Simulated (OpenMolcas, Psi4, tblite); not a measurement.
## C2H5ClSi (SMILES ClC1C[SiH2]1): the dipole moment, rung by rung

C2H5ClSi: 9 atoms, total charge 0, spin state singlet. As SMILES, `ClC1C[SiH2]1`. The coordinates come from a PBE0-D4/def2-TZVP relaxation.

Each level gives the dipole moment (D). The values are calculated.

```
                               level                    kind     program  value (D)   CPU time
                           IPEA1-xTB          semi-empirical      tblite       3.23  under 2 s
                         HF/def2-SVP            Hartree–Fock  OpenMolcas       2.28        6 s
                      SVWN5/def2-SVP                     LDA  OpenMolcas       1.60       16 s
                        PBE/def2-SVP                     GGA  OpenMolcas       1.63       24 s
                     revPBE/def2-SVP                     GGA  OpenMolcas       1.65       26 s
                       TPSS/def2-SVP                meta-GGA  OpenMolcas       1.78       34 s
                      BHLYP/def2-SVP           global hybrid  OpenMolcas       1.98       23 s
CAM-B3LYP/def2-SVP (density fitting)  range-separated hybrid        Psi4       1.85      7.1 s
```

The values span 1.60 to 3.23 D. Magnitudes only. CPU times are rough (shared hosts, several kinds of processor): they show what a rung costs within a factor of a few.

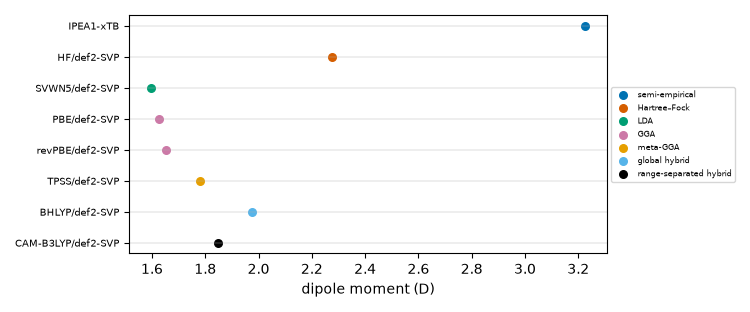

The values of the table, level by level.
